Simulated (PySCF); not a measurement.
# C7H8O3: the cost of one run

Computed with PySCF 2.14.0 and routines of our own; the level stands in each step. Atoms count from 0.

### Step 1. The system as given

18 atoms, charge 0, multiplicity 1; geometry from: GFN2-xTB.

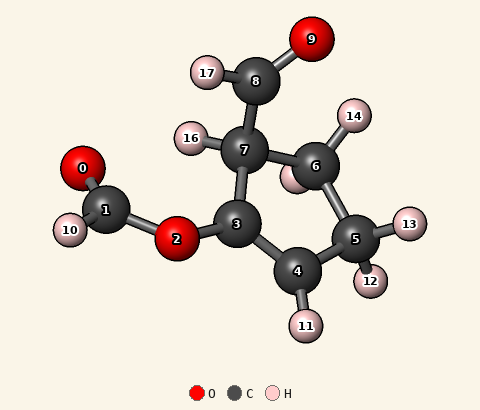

The starting geometry (oxygen red, carbon dark grey, hydrogen pink).

### Step 2. Magnetic properties: GIAO PBE/pcSseg-1

What the job is given:

```
{"job": {"kind": "mag", "xc": "PBE", "basis": "pcSseg-1", "isotopologues": 0}, "charge": 0, "multiplicity": 1}
O      2.804342     0.085338     1.061548
C      2.779760    -0.530717     0.037453
O      1.722235    -0.921750    -0.658858
C      0.426634    -0.638617    -0.266167
C     -0.617644    -1.374388    -0.625901
C     -1.901168    -0.803088    -0.116448
C     -1.466066     0.348021     0.809839
C      0.027391     0.579975     0.533919
C      0.293133     1.825233    -0.283813
O     -0.534394     2.619770    -0.622626
H      3.679405    -0.879762    -0.497411
H     -0.573899    -2.268665    -1.220345
H     -2.491109    -1.553181     0.411339
H     -2.504397    -0.442120    -0.952524
H     -2.022766     1.261399     0.604840
H     -1.618930     0.078441     1.853289
H      0.629997     0.670231     1.443561
H      1.358719     1.950199    -0.556676
```

With the program's defaults for keys left out, this is: GIAO PBE/pcSseg-1 magnetisability, rotational g tensor and spin-rotation constants, non-relativistic, gas phase.

Run with:

```console
OMP_NUM_THREADS=1 python excited_run.py task.json out
```

The driver reads the jobs from task.json and runs them one after another.

Q: Estimate the wall time and peak memory of this first job on 1 thread of Arm Neoverse V2, shared host.

About 57 s, with a peak of 0.74 GiB.
